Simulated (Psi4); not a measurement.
# [NH2]− (SMILES [NH2-]) at B2PLYP/aug-cc-pVTZ

Aim: the energy change on altering one bond length of [NH2]− at B2PLYP/aug-cc-pVTZ, from 2 runs. 

Program for the calculation: Psi4 1.11.

2 further runs of the same task are left out: 2 set aside as unsound or not needed.

**1. The system as given**

[NH2]− has 3 atoms, charge -1, and is taken as a singlet. As SMILES, `[NH2-]`. Geometry: relaxed at PBE0-D4/def2-TZVPD.

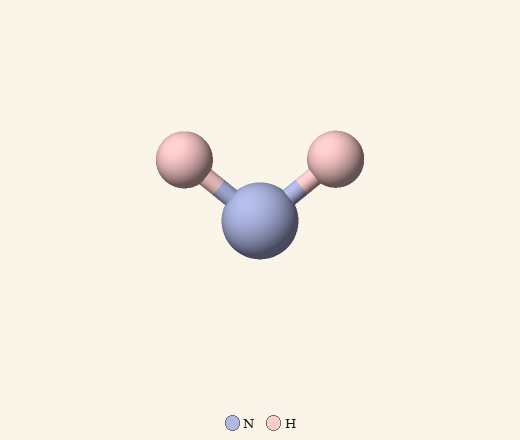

The structure, seen from a chosen angle (nitrogen light blue, hydrogen pink).

**2. The energy at B2PLYP/aug-cc-pVTZ**

The input, h2n.py:

```python
import psi4

psi4.set_memory(1600000000)
psi4.set_num_threads(1)
psi4.core.set_output_file('run.log', False)

geom = psi4.geometry("""
-1 1
N      0.342200    -0.203000     0.168700
H      0.125500     0.801200     0.156000
H     -0.467700    -0.598200    -0.324700
symmetry c1
""")

psi4.set_options({
    'basis': 'aug-cc-pVTZ',
    'puream': True,
    'e_convergence': 1e-09,
    'd_convergence': 1e-08,
    'scf_type': 'pk',
    'dft_radial_points': 99,
    'dft_spherical_points': 590,
    'num_frozen_docc': 1,
})

result = psi4.energy("b2plyp")
print('E =', round(result, 9))
for k, v in sorted(psi4.core.scalar_variables().items()):
    print(f'{k:45s} {v:18.10f}')
```

The run is started by

```sh
$ python h2n.py
```

run.log, shortened:

```text
[...]
  Running in c1 symmetry.
[...]
  Nuclear repulsion =    7.542852415995356
[...]
  Multiplicity = 1
[...]
  Nalpha       = 5
  Nbeta        = 5
[...]
    Number of basis functions: 92
[...]
   @RKS iter   1:   -55.43819246649982   -2.42227e-01   9.45695e-03 ADIIS/DIIS
[...]
   @RKS iter  12:   -55.79802196728302   -7.67386e-13   1.22918e-09 DIIS
[...]
    Orbital Energies [Eh]
    ---------------------
    Doubly Occupied:
       1A    -14.508744     2A     -0.608930     3A     -0.207608
       4A     -0.065054     5A      0.016974
[...]
  @RKS Final Energy:   -55.79802196728302
   => Energetics <=
    Nuclear Repulsion Energy =              7.5428524159953563
    One-Electron Energy =                 -93.2460335557115059
    Two-Electron Energy =                  33.6405989320994649
    DFT Exchange-Correlation Energy =      -3.7354397596663369
    Empirical Dispersion Energy =           0.0000000000000000
    VV10 Nonlocal Energy =                  0.0000000000000000
    Total Energy =                        -55.7980219672830202
[...]
 Multipole Moments:
 ------------------------------------------------------------------------------------
     Multipole            Electronic (a.u.)      Nuclear  (a.u.)        Total (a.u.)
 ------------------------------------------------------------------------------------
 L = 1.  Multiply by 2.5417464519 to convert [e a0] to [Debye]
 Dipole X            :          0.4408337           -0.9370214           -0.4961877
 Dipole Y            :         -0.2358720            0.5013879            0.2655159
 Dipole Z            :          0.0000000           -0.0000000            0.0000000
 Magnitude           :                                                    0.5627619
[...]
```

On the terminal:

```text
Memory set to   1.490 GiB by Python driver.
  Threads set to 1 by Python driver.
E = -55.884812256
B2PLYP DOUBLE-HYBRID CORRECTION ENERGY             -0.0867902885
B2PLYP TOTAL ENERGY                               -55.8848122558
CURRENT ENERGY                                    -55.8848122558
CURRENT REFERENCE ENERGY                          -55.7980219673
DD SOLVATION ENERGY                                 0.0000000000
DFT FUNCTIONAL TOTAL ENERGY                       -55.7980219673
DFT TOTAL ENERGY                                  -55.8848122558
DFT VV10 ENERGY                                     0.0000000000
DFT XC ENERGY                                      -3.7354397597
DOUBLE-HYBRID CORRECTION ENERGY                    -0.0867902885
GRID ELECTRONS ALPHA                                4.9999999897
GRID ELECTRONS BETA                                 4.9999999897
GRID ELECTRONS TOTAL                                9.9999999794
NUCLEAR REPULSION ENERGY                            7.5428524160
ONE-ELECTRON ENERGY                               -93.2460335557
PCM POLARIZATION ENERGY                             0.0000000000
PE ENERGY                                           0.0000000000
SCF ITERATION ENERGY                              -55.7980219673
SCF ITERATIONS                                     12.0000000000
SCF TOTAL ENERGY                                  -55.7980219673
TWO-ELECTRON ENERGY                                33.6405989321
XC GRID RADIAL POINTS                              99.0000000000
XC GRID SPHERICAL POINTS                          590.0000000000
XC GRID TOTAL POINTS                           171447.0000000000
```

It took 6.9 s on 1 thread of Intel Xeon 6975P-C (Granite Rapids), shared host; peak memory 0.82 GiB.

**3. The distorted shape, same level**

The input, input.dat:

```
memory 1600 MB

molecule system {
  -1 1
  N      0.374704    -0.353627     0.170605
  H      0.125500     0.801200     0.156000
  H     -0.435196    -0.748827    -0.322795
  units angstrom
  symmetry c1
  no_reorient
  no_com
}

set {
  basis                aug-cc-pVTZ
  reference            rks
  puream               true
  e_convergence        1e-09
  d_convergence        1e-08
  scf_type             pk
  dft_radial_points    99
  dft_spherical_points 590
  num_frozen_docc      1
}

result, w = energy("b2plyp", return_wfn=True)
```

The run is started by

```sh
$ psi4 -n 1 input.dat output.dat
```

output.dat, shortened:

```text
[...]
  Running in c1 symmetry.
[...]
  Nuclear repulsion =    7.048926975365095
[...]
  Multiplicity = 1
[...]
  Nalpha       = 5
  Nbeta        = 5
[...]
    Number of basis functions: 92
[...]
   @RKS iter   1:   -55.42320740131866   -2.80620e-01   9.33185e-03 ADIIS/DIIS
[...]
   @RKS iter  12:   -55.78410855579540   -7.98650e-12   5.32364e-09 DIIS
[...]
    Orbital Energies [Eh]
    ---------------------
    Doubly Occupied:
       1A    -14.528935     2A     -0.590167     3A     -0.189022
       4A     -0.066986     5A      0.013330
[...]
  @RKS Final Energy:   -55.78410855579540
   => Energetics <=
    Nuclear Repulsion Energy =              7.0489269753650952
    One-Electron Energy =                 -92.2720889103038360
    Two-Electron Energy =                  33.1477273586378729
    DFT Exchange-Correlation Energy =      -3.7086739794945309
    Empirical Dispersion Energy =           0.0000000000000000
    VV10 Nonlocal Energy =                  0.0000000000000000
    Total Energy =                        -55.7841085557953988
[...]
 Multipole Moments:
 ------------------------------------------------------------------------------------
     Multipole            Electronic (a.u.)      Nuclear  (a.u.)        Total (a.u.)
 ------------------------------------------------------------------------------------
 L = 1.  Multiply by 2.5417464519 to convert [e a0] to [Debye]
 Dipole X            :         -5.3502179            4.3713749           -0.9788429
 Dipole Y            :          5.2816657           -4.5788366            0.7028291
 Dipole Z            :         -2.4110052            1.9415802           -0.4694250
 Magnitude           :                                                    1.2932370
[...]
```

Run time: 6.6 s. Hardware: 1 thread of Intel Xeon 6975P-C (Granite Rapids), shared host; peak memory 0.82 GiB.

**4. Results**

Level: B2PLYP/aug-cc-pVTZ, 1 core orbital frozen.

```
                                                              quantity         value
                                             first shape: total energy  -55.88481 Eh
                        first shape: HOMO energy (SCF part's orbitals)       0.46 eV
                        first shape: LUMO energy (SCF part's orbitals)       3.98 eV
    first shape: HOMO–LUMO gap (to an unbound level, set by the basis)       3.52 eV
                                         distorted shape: total energy  -55.87269 Eh
                    distorted shape: HOMO energy (SCF part's orbitals)       0.36 eV
                    distorted shape: LUMO energy (SCF part's orbitals)       3.98 eV
distorted shape: HOMO–LUMO gap (to an unbound level, set by the basis)       3.61 eV
     energy change with the N1–H2 bond stretched from 1.027 to 1.181 Å      0.330 eV
```

What this shows: With the N1–H2 bond stretched from 1.027 to 1.181 Å the energy rises by 0.33 eV (31.8 kJ/mol). The first shape isn't relaxed at this level, so the change isn't measured from a minimum. The HOMO (first shape) lies at positive energy, 0.46 eV; only total energies tell whether the electron is bound. The HOMO (distorted shape) lies at positive energy, 0.36 eV; only total energies tell whether the electron is bound.
